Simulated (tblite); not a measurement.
# Molecular dynamics of SiH$_{4}$O$_{4}$

SiH$_{4}$O$_{4}$, computed with GFN2-xTB Langevin dynamics, gas phase (tblite 0.8.0).

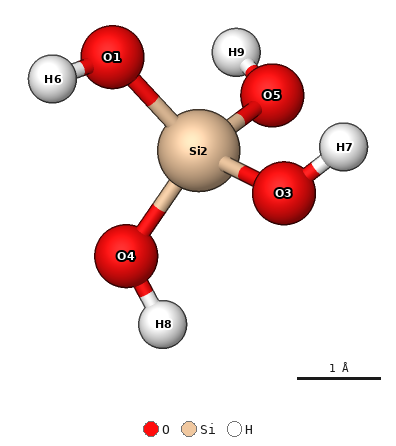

Fig. 1: The structure as given in the input (ball-and-stick view, seen at a tilt; atoms are numbered from 1 in the order of the input). Bond lengths as drawn: H–O 0.95 Å and O–Si 1.62 Å.

Summary

- outcome: finished
- mean temperature over the second half: 449 K
- trajectory: 25 frames kept, 12600 fs
- hardware: 1 CPU thread, shared host
- wall time: 35 s
- peak memory: 0.36 GiB

Input file
```
{"job": {"dt": 1.5, "steps": 8000, "equilibration": 400, "friction": 0.005, "h_mass": 4.0, "temperature": 450, "xc": "GFN2-xTB", "basis": "xTB", "kind": "md"}, "charge": 0, "multiplicity": 1}
O     -0.408977    -0.946759     1.240777
Si     0.006409     0.002145    -0.010931
O      0.238134    -0.769632    -1.421742
O     -1.227829     1.033310    -0.241778
O      1.424783     0.691751     0.379392
H     -1.299158    -1.283159     1.279292
H      1.038893    -1.272006    -1.537541
H     -1.253922     1.536365    -1.050085
H      1.535911     1.031960     1.261899
```

The first line tells a small driver script what to run in tblite; the rest is the geometry in Å.

Run as:
```bash
OMP_NUM_THREADS=1 python <driver script> task.json out
```

What the program printed
```
t/fs     T/K   E - E0/eV
     0.0    322.7     0.0000
   525.0    577.3     0.5364
  1050.0    481.4     0.3018
  1575.0    498.4     0.4498
  2100.0    729.2     0.5844
  2625.0    325.2     0.3619
  3150.0    505.2     0.4020
  3675.0    316.2     0.4575
  4200.0    804.4     0.5576
  4725.0    333.0     0.3160
  5250.0    635.5     0.4081
  5775.0    346.2     0.2313
  6300.0    485.0     0.3636
  6825.0    467.4     0.2178
  7350.0    288.8     0.4082
  7875.0    370.5     0.6012
  8400.0    553.1     0.4140
  8925.0    482.1     0.5858
  9450.0    477.1     0.2962
  9975.0    290.3     0.3958
 10500.0    341.6     0.2023
 11025.0    525.9     0.9682
 11550.0    551.0     0.3964
 12075.0    703.2     0.5715
 12600.0    295.8     0.5869
```

Trajectory as extended XYZ (Å, eV, eV/Å), 25 frames, from step=0 to step=8400
```
9
Properties=species:S:1:pos:R:3:forces:R:3 step=0 time_fs=0.0 energy=-550.30395 temperature=322.7
O    -0.4090   -0.9468    1.2408   -0.0010   0.0000   0.0000
Si    0.0064    0.0021   -0.0109    0.0000   0.0010   0.0000
O     0.2381   -0.7696   -1.4217   -0.0010   0.0010   0.0010
O    -1.2278    1.0333   -0.2418   -0.0010  -0.0010  -0.0020
O     1.4248    0.6918    0.3794   -0.0010   0.0000  -0.0030
H    -1.2992   -1.2832    1.2793    0.0010  -0.0010  -0.0010
H     1.0389   -1.2720   -1.5375    0.0000  -0.0010   0.0000
H    -1.2539    1.5364   -1.0501    0.0020   0.0000   0.0020
H     1.5359    1.0320    1.2619    0.0010   0.0010   0.0030
9
Properties=species:S:1:pos:R:3:forces:R:3 step=350 time_fs=525.0 energy=-549.76759 temperature=577.3
O    -0.8299   -1.1218    1.0487   -0.8780  -1.0780   0.9200
Si    0.2247   -0.0669    0.5459    0.2260   0.9400  -0.0410
O     1.2945   -0.9505   -0.2968    0.3630   0.6250  -0.8130
O    -0.5741    1.2367    0.0158    0.0330  -0.0300  -0.0830
O     0.9353    0.7018    1.7436    1.6010  -0.1350   1.5790
H    -1.4403   -1.4260    0.4014   -0.5310  -0.4330  -0.2370
H     1.9470   -0.3848   -0.7125    0.1610  -0.4450  -0.0880
H    -0.7000    1.4713   -0.8804   -0.1060   0.1690  -0.7980
H     1.6565    0.2796    2.2492   -0.8670   0.3870  -0.4380
9
Properties=species:S:1:pos:R:3:forces:R:3 step=700 time_fs=1050.0 energy=-550.00219 temperature=481.4
O    -1.2107   -1.1613    0.2213   -0.5270   0.3510  -0.2540
Si    0.2248   -0.4635    0.1595    0.2750   2.0190   1.1260
O     1.1779   -1.0945   -0.9725   -0.1730  -0.5430   0.0300
O    -0.0396    1.1533   -0.1787   -0.6490  -0.6450   0.2630
O     0.8444   -0.4195    1.7010    0.3930  -0.4640  -0.2730
H    -1.4415   -2.0547    0.4075    0.2070  -0.4690   0.0890
H     1.9345   -0.6462   -1.3144    0.2300   0.3120  -0.0700
H    -0.8269    1.6162    0.1733    0.9660  -0.7670  -0.3220
H     1.6929   -0.7452    2.0376   -0.7220   0.2060  -0.5900
9
Properties=species:S:1:pos:R:3:forces:R:3 step=1050 time_fs=1575.0 energy=-549.85415 temperature=498.4
O     0.0614   -1.3042   -1.2914   -0.1960   1.0470   0.4380
Si    0.9288    0.1203   -1.2927   -0.0790  -2.0620   1.0150
O     1.4658    0.3073   -2.8044   -0.6750   1.6550  -0.3910
O    -0.2015    1.0837   -0.6592    0.6550   1.0460  -0.3980
O     2.2179   -0.0240   -0.2617   -0.6780  -1.0480   0.4430
H     0.4126   -2.1366   -1.5266    0.5010  -0.6930  -0.3630
H     1.0256    1.0585   -3.2610    0.7450  -0.9170   0.3140
H    -1.0321    0.7341   -0.3938   -0.4880  -0.3500   0.0990
H     2.1129   -0.7317    0.4325    0.2160   1.3220  -1.1560
9
Properties=species:S:1:pos:R:3:forces:R:3 step=1400 time_fs=2100.0 energy=-549.71957 temperature=729.2
O    -0.0393    1.2977   -3.0698   -0.1590   0.2530  -2.1210
Si    1.2824    1.4960   -2.2411    1.4150   3.6980   1.0060
O     1.3880    3.0838   -1.5670    1.5710  -2.1670  -3.5940
O     1.1791    0.6529   -0.9083    0.1480   0.1180   1.5010
O     2.5993    1.3475   -3.1643    0.4710   0.8130  -0.1090
H    -0.8417    0.9862   -2.7345   -1.2370  -0.4530   0.6090
H     0.9346    3.2826   -0.8149   -1.5580   0.5000   2.4910
H     1.1823   -0.2667   -0.9777    0.0680  -1.7520   0.1010
H     3.1397    2.1603   -3.2715   -0.7180  -1.0110   0.1140
9
Properties=species:S:1:pos:R:3:forces:R:3 step=1750 time_fs=2625.0 energy=-549.94207 temperature=325.2
O    -0.0708    3.0189   -2.3262    0.2010  -0.8100   0.8640
Si    1.1905    1.9516   -2.0734   -0.6890   2.6100  -1.6390
O     2.4708    2.8044   -2.5571    0.3550  -3.0910  -0.5710
O     1.3557    1.4456   -0.5924    0.2230  -2.0680   1.6440
O     1.0953    0.7468   -3.0915   -0.2060  -1.9140   0.0210
H    -0.8669    2.8404   -1.8181    0.2290   0.1700  -0.2690
H     2.5323    3.6901   -2.4529    0.2140   3.4350   0.4810
H     1.6220    0.5019   -0.4817   -0.3530   1.3390  -0.0360
H     1.0864    0.7642   -4.0301    0.0260   0.3280  -0.4950
9
Properties=species:S:1:pos:R:3:forces:R:3 step=2100 time_fs=3150.0 energy=-549.90192 temperature=505.2
O     0.0444    3.7810   -1.5570   -1.0240  -0.4580  -1.1190
Si    1.2328    2.6896   -1.3323    1.6850  -0.3640   1.1910
O     2.5600    3.1972   -2.1711   -0.9190  -0.5840   0.1430
O     1.5897    2.7380    0.3122   -1.3170  -0.0450  -1.3750
O     1.0290    1.1126   -1.8121   -0.8060   1.4810  -0.4820
H    -0.4872    3.7520   -2.3846    0.7270   0.1320   1.0990
H     3.1514    3.7485   -1.6946    0.5110   0.4440   0.2580
H     0.7684    2.7345    0.8321    0.8000  -0.0290  -0.1940
H     0.6323    1.1394   -2.6961    0.3450  -0.5780   0.4790
9
Properties=species:S:1:pos:R:3:forces:R:3 step=2450 time_fs=3675.0 energy=-549.84641 temperature=316.2
O     1.0037    3.8689   -0.4409   -0.2700   0.1650   0.3530
Si    2.3214    3.5960   -1.3515   -1.5560   2.7040  -0.6970
O     2.6253    5.0074   -2.1892   -0.3070  -1.0190   0.4210
O     3.6403    3.1655   -0.6184    1.7030  -0.6280   2.7580
O     1.8852    2.3570   -2.2106   -2.3870  -0.1240  -0.1740
H     0.1061    4.0211   -0.7674    0.9250  -0.1370  -0.0330
H     3.5345    5.2587   -2.2863    0.1780   0.0610  -0.0520
H     3.5687    2.8388    0.3036    0.2140   0.3900  -1.1100
H     2.3503    1.7834   -2.7360    1.5020  -1.4120  -1.4640
9
Properties=species:S:1:pos:R:3:forces:R:3 step=2800 time_fs=4200.0 energy=-549.74636 temperature=804.4
O    -0.1657    3.9771   -1.2221    2.6530   0.4850   0.2580
Si    1.5916    3.9562   -1.0799   -3.0640   0.3660  -0.9990
O     2.1640    5.3336   -1.7099   -1.4460  -1.1120  -1.2680
O     2.0593    3.8982    0.4468   -0.5080  -1.4360   1.7420
O     2.0160    2.5477   -1.7148   -0.1860  -0.4050  -0.2160
H    -0.4836    4.8794   -1.1107   -0.0340  -0.4580  -0.1060
H     2.8050    5.7469   -1.2083    1.6340   1.1800   1.1590
H     1.7219    3.0489    0.8364    0.6940   1.3780  -0.1690
H     2.7464    2.4436   -2.3009    0.2560   0.0020  -0.4010
9
Properties=species:S:1:pos:R:3:forces:R:3 step=3150 time_fs=4725.0 energy=-549.98800 temperature=333.0
O     0.8764    4.0452   -2.3459   -0.3130  -0.1410   0.5430
Si    1.9993    3.9229   -1.1766    0.9180   2.2160  -0.3600
O     2.0871    5.2823   -0.1987    1.6650  -1.6830  -1.7630
O     1.6872    2.7112   -0.1896   -0.4720  -2.0030  -0.4330
O     3.3725    3.8365   -2.0719   -0.1230  -0.2440   0.6260
H     1.2642    4.1120   -3.2013    0.0230   0.1560  -0.6860
H     1.2394    5.3924    0.1213   -2.0510   0.8030   1.2260
H     1.4707    1.8935   -0.6966    0.1950   0.7990   0.9920
H     4.1641    3.6940   -1.5602    0.1590   0.0980  -0.1450
9
Properties=species:S:1:pos:R:3:forces:R:3 step=3500 time_fs=5250.0 energy=-549.89587 temperature=635.5
O     2.7617    1.7480   -2.5368   -2.0540   1.4460   2.2480
Si    3.2807    2.5897   -1.2188   -1.3850   0.5570  -1.3040
O     2.8424    4.1074   -1.5128    0.3240   0.7240  -0.3320
O     2.6068    2.2871    0.1942   -0.3560  -1.0590   0.8400
O     4.8527    2.5529   -1.1282    1.4460  -0.6310   0.9920
H     3.3284    1.2771   -3.0512    1.9730  -1.6680  -1.7250
H     2.0462    4.5438   -1.2525   -0.2650  -0.1490   0.1470
H     2.6063    1.4215    0.6204    0.0980   0.4790  -0.3170
H     5.5020    2.8153   -1.7504    0.2180   0.3010  -0.5500
9
Properties=species:S:1:pos:R:3:forces:R:3 step=3850 time_fs=5775.0 energy=-550.07267 temperature=346.2
O     3.0683   -0.3819   -2.6617   -0.2350   0.4140  -1.6740
Si    3.6538    0.9423   -1.9993    0.2100   0.3210   0.4520
O     3.3093    2.1451   -2.9904   -1.1920   1.2100  -0.9660
O     2.8664    1.0164   -0.5628    1.1630   1.0100   0.4640
O     5.2794    0.9515   -1.9216   -0.0260  -0.0160   0.5780
H     3.0225   -1.0947   -2.0908   -0.2730  -1.9240   1.1440
H     2.4021    2.3405   -3.3034    1.0580  -0.3520   0.4450
H     3.2216    1.7052    0.0318   -0.5170  -0.7330  -0.4160
H     5.8095    0.7356   -2.6830   -0.1880   0.0700  -0.0270
9
Properties=species:S:1:pos:R:3:forces:R:3 step=4200 time_fs=6300.0 energy=-549.94032 temperature=485.0
O     3.7336    0.3162   -3.9678    0.8150  -0.6260   0.6110
Si    3.8592    0.3966   -2.3087    0.5350  -0.8750   0.5160
O     3.4811    1.9113   -1.8245    1.4740  -1.5470   0.7060
O     3.0443   -0.9073   -1.6273    1.7450   1.8470   0.0570
O     5.3678    0.2592   -1.6510   -0.8410  -0.4300  -0.8860
H     4.3324   -0.3217   -4.4030   -0.6690   0.6870   0.4460
H     2.7633    2.3105   -2.2153   -1.9760   1.2140  -0.9950
H     2.2967   -1.2371   -2.0603   -1.2240  -0.5290  -0.6930
H     5.6279    0.9982   -1.1222    0.1420   0.2600   0.2380
9
Properties=species:S:1:pos:R:3:forces:R:3 step=4550 time_fs=6825.0 energy=-550.08612 temperature=467.4
O     5.3782    0.7906   -1.7643    0.7250  -0.2000  -0.6820
Si    4.2895   -0.4172   -1.5709   -0.3560   0.7530  -0.1120
O     3.5596   -0.2302   -0.1150    1.0360   0.3920   0.6920
O     3.0795   -0.3120   -2.6714    0.4400   0.0270   0.4160
O     5.1353   -1.7781   -1.7742    0.0370   0.2960  -0.3130
H     6.0946    0.6143   -2.4092   -0.8300   0.2590   0.7590
H     4.0986    0.1264    0.6271   -0.7170  -0.4750  -0.9780
H     2.6503    0.5398   -2.6145   -0.2110  -0.1290  -0.2060
H     4.9601   -2.4268   -1.1236   -0.1230  -0.9230   0.4230
9
Properties=species:S:1:pos:R:3:forces:R:3 step=4900 time_fs=7350.0 energy=-549.89578 temperature=288.8
O     4.3353    0.9913   -1.9181   -1.3130  -1.2960   0.1690
Si    3.8513   -0.5896   -2.1121   -2.1260   1.1990  -0.3490
O     3.3595   -1.0457   -0.6318    0.7450  -0.0630   0.6050
O     2.3277   -0.7285   -2.8519    2.0510   0.2490   0.2200
O     4.9314   -1.4535   -2.9070    0.4750  -0.9810  -1.3660
H     5.1717    1.3415   -2.1229    1.0040   0.2040  -0.4390
H     3.9147   -0.8305    0.1238   -0.2180  -0.1930  -0.2480
H     1.7036   -0.4405   -2.2040   -0.6420   0.0850   0.0550
H     4.7502   -1.9545   -3.7388    0.0230   0.7960   1.3520
9
Properties=species:S:1:pos:R:3:forces:R:3 step=5250 time_fs=7875.0 energy=-549.70278 temperature=370.5
O     5.0201    2.1325   -2.1371    1.1960   1.0360  -0.4620
Si    4.0255    0.9759   -2.5896   -0.4730  -3.3590  -0.7140
O     3.4484    0.1855   -1.2619    0.2580   0.5320  -0.9360
O     3.1930    1.6929   -3.7523   -1.1980   0.6990  -0.8160
O     4.5811   -0.3782   -3.5114   -0.8280   2.1200   0.9860
H     5.3199    2.6446   -2.9157   -0.1390  -0.2460   1.0130
H     2.7900    0.5232   -0.6693   -0.0420   0.2800   0.0540
H     2.9080    1.2912   -4.5789    0.0960  -0.0970   0.6090
H     5.3812   -0.6208   -3.1046    1.1300  -0.9650   0.2670
9
Properties=species:S:1:pos:R:3:forces:R:3 step=5600 time_fs=8400.0 energy=-549.88998 temperature=553.1
O     5.9352    0.9440   -1.5342    1.2170  -0.9100   0.6190
Si    4.9055    0.3431   -2.6281   -0.7640  -1.9410   0.5920
O     3.5436    0.0888   -1.7253    0.3620  -0.1850  -0.2780
O     4.6104    1.5720   -3.5852   -0.3700   2.9040   0.7700
O     5.3801   -0.9751   -3.5201   -0.0440   0.9120  -0.0020
H     6.4662    0.3101   -1.0168   -0.5330   0.7200  -0.4050
H     2.9943   -0.6828   -1.6106    0.3280   0.0410  -0.2790
H     4.5205    2.3737   -2.9619    0.0830  -1.4380  -1.8100
H     5.6799   -0.7968   -4.4267   -0.2780  -0.1030   0.7930
9
Properties=species:S:1:pos:R:3:forces:R:3 step=5950 time_fs=8925.0 energy=-549.71813 temperature=482.1
O     7.0219   -0.6035   -1.0701    1.0790   0.1460  -1.0070
Si    5.7043   -0.0429   -1.7393   -3.0850   1.6890  -0.7710
O     4.4952   -0.0286   -0.5766    1.5290  -2.9900  -1.4400
O     5.7262    1.5767   -2.2134    0.3130  -1.2990  -0.4730
O     5.0971   -0.8933   -3.0170    0.8240  -0.0300   0.4020
H     6.8181   -0.9619   -0.2386    0.0920  -0.7550   1.3730
H     4.2703    0.7960   -0.3005   -0.9570   2.9440   1.1120
H     5.6859    1.6496   -3.1768    0.1860   0.2320   0.5960
H     4.1795   -0.8451   -3.2671    0.0190   0.0630   0.2090
9
Properties=species:S:1:pos:R:3:forces:R:3 step=6300 time_fs=9450.0 energy=-550.00780 temperature=477.1
O     7.0549   -0.4245    0.1998   -0.0810   1.3690  -1.0340
Si    6.4181    0.1347   -1.2208   -0.8460   0.4920   1.7760
O     5.9252    1.7073   -1.0261   -0.8710  -0.6230   0.7080
O     7.5926    0.1539   -2.2901    0.1850  -0.0970  -0.9320
O     5.1641   -0.7695   -1.7034   -0.1220  -0.2600  -0.0530
H     6.9632   -1.2010    0.7066   -0.4450  -0.8150   0.1560
H     5.0952    1.8582   -0.5134    1.2390  -0.2110  -0.7080
H     8.4320    0.2055   -1.8743    0.9040   0.1550   0.0280
H     4.9058   -0.7254   -2.6205    0.0370  -0.0090   0.0590
9
Properties=species:S:1:pos:R:3:forces:R:3 step=6650 time_fs=9975.0 energy=-549.90817 temperature=290.3
O     6.9346    0.1857    0.0844    0.0910  -0.0240  -0.8410
Si    6.8737    0.1976   -1.5731    2.3570   1.7250   1.7980
O     6.6512    1.7815   -1.9202   -0.3120  -0.1470  -0.3800
O     8.4425   -0.1595   -2.0113   -0.6910   0.0530  -0.0290
O     5.7684   -0.7477   -2.1610   -0.6650  -1.1870  -0.8530
H     6.2745   -0.2919    0.5536   -0.4000  -0.2600   0.3530
H     7.4116    2.3557   -1.9280   -0.1070  -0.0070   0.0030
H     9.0698    0.4489   -1.6202    0.0040  -0.3060  -0.0960
H     6.0871   -1.4019   -2.7870   -0.2760   0.1530   0.0450
9
Properties=species:S:1:pos:R:3:forces:R:3 step=7000 time_fs=10500.0 energy=-550.10166 temperature=341.6
O     5.8176    1.8321   -0.0274    0.9390  -0.7180  -0.8140
Si    6.2057    0.7655   -1.2545    0.6040   1.0420  -0.0970
O     6.7407    1.3611   -2.7438   -1.4800  -0.5750   1.4780
O     7.5224   -0.0806   -0.7782   -0.3740  -0.0660   0.3410
O     4.8071   -0.0294   -1.4344   -0.1720  -0.2490  -0.7800
H     5.0196    2.3434   -0.0390   -0.1800  -0.0200  -0.1800
H     7.6536    1.5753   -2.7991    0.6250   0.1340   0.0250
H     7.5754   -0.5442    0.0657   -0.2120   0.3650  -0.4490
H     4.5237   -0.3228   -2.3084    0.2490   0.0870   0.4760
9
Properties=species:S:1:pos:R:3:forces:R:3 step=7350 time_fs=11025.0 energy=-549.33577 temperature=525.9
O     5.9423    1.2234   -2.2033   -0.7610  -2.7320  -0.7550
Si    4.8033   -0.0501   -2.1176    3.4950   0.1610   1.3740
O     5.6245   -1.5186   -2.3147   -1.9500   1.5900  -2.9120
O     4.2694   -0.2230   -0.6299   -1.8080  -0.6660  -1.0170
O     3.4962    0.3705   -2.9063   -0.3310   0.5160  -0.5610
H     5.6332    1.9766   -1.7674   -0.4060   1.4250   0.6240
H     5.3681   -1.6987   -3.2719    1.1540  -0.4750   1.7290
H     4.6242    0.0422    0.1572    1.2670   0.7330   2.2590
H     3.1336   -0.2319   -3.5176   -0.6600  -0.5520  -0.7410
9
Properties=species:S:1:pos:R:3:forces:R:3 step=7700 time_fs=11550.0 energy=-549.90757 temperature=551.0
O     3.7975    1.3621   -1.9620    0.1410  -0.5450  -0.0820
Si    3.5830   -0.2368   -2.1701   -0.1280  -1.6370  -0.7140
O     4.9987   -1.1197   -2.0049   -0.7630   0.8110   0.0370
O     2.4775   -0.8234   -1.0621    2.8050  -0.2140  -0.7970
O     3.0208   -0.5129   -3.7245    0.8020  -0.0330   0.2940
H     4.3003    1.5712   -1.1836    0.1070   0.2700   0.1460
H     5.1911   -1.8931   -2.5377   -0.3480   0.2700   0.2320
H     1.6170   -0.5224   -1.1542   -1.9190   0.6310  -0.1810
H     3.6377   -0.7375   -4.4545   -0.6970   0.4470   1.0650
9
Properties=species:S:1:pos:R:3:forces:R:3 step=8050 time_fs=12075.0 energy=-549.73245 temperature=703.2
O     5.8507   -0.7041   -2.4917   -0.9060  -0.9620   0.7980
Si    4.3025   -1.2173   -2.0184    3.7390   0.3350   2.9990
O     4.3362   -2.7468   -1.3132    0.7130   1.2860  -0.1830
O     3.6056   -0.0593   -1.1332   -0.6530   0.3840   0.2770
O     3.5528   -1.3584   -3.3441   -2.4410  -1.3380  -3.5510
H     6.2566    0.1563   -2.5384   -0.5070  -0.0430   0.2590
H     5.0750   -2.9706   -0.7312   -0.5490   0.2520  -0.3580
H     2.6737    0.1719   -1.2756    0.7920  -0.3060   0.0860
H     3.5263   -2.2677   -3.6564   -0.1880   0.3910  -0.3270
9
Properties=species:S:1:pos:R:3:forces:R:3 step=8400 time_fs=12600.0 energy=-549.71706 temperature=295.8
O     5.1626   -1.6951   -2.8641   -0.8080  -2.2470   4.0370
Si    3.8184   -1.4978   -2.0115    0.5290  -0.4310   1.8620
O     4.0980   -2.1120   -0.4900    0.7960  -1.1640  -0.0290
O     3.3642    0.0233   -1.7775    1.0170   2.7200   0.4890
O     2.5220   -2.2173   -2.6194   -1.2520  -0.4470  -0.0060
H     5.3992   -1.3353   -3.6275    0.9990   2.0140  -4.2560
H     4.5504   -2.9713   -0.2353   -0.8930   1.7970  -0.9260
H     3.9336    0.8362   -1.5325   -1.2310  -2.3080  -0.5310
H     1.7270   -2.2437   -2.0529    0.8420   0.0660  -0.6400
```

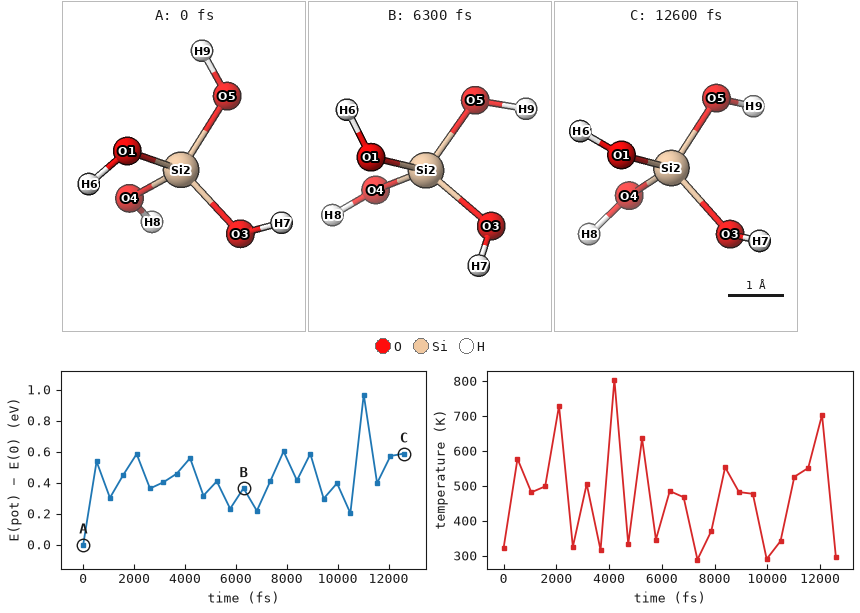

Fig. 2: Frames of the molecular dynamics (ball-and-stick, seen at a tilt) above the curves, on which the letters mark them. The trajectory kept here has 25 frames over 12600 fs. The temperature starts at 323 K, ranges from 289 to 804 K and averages 449 K over the second half. The potential energy ends 0.587 eV above its first value. After an unweighted best fit of the last frame on the first, the root-mean-square displacement is 0.52 Å.
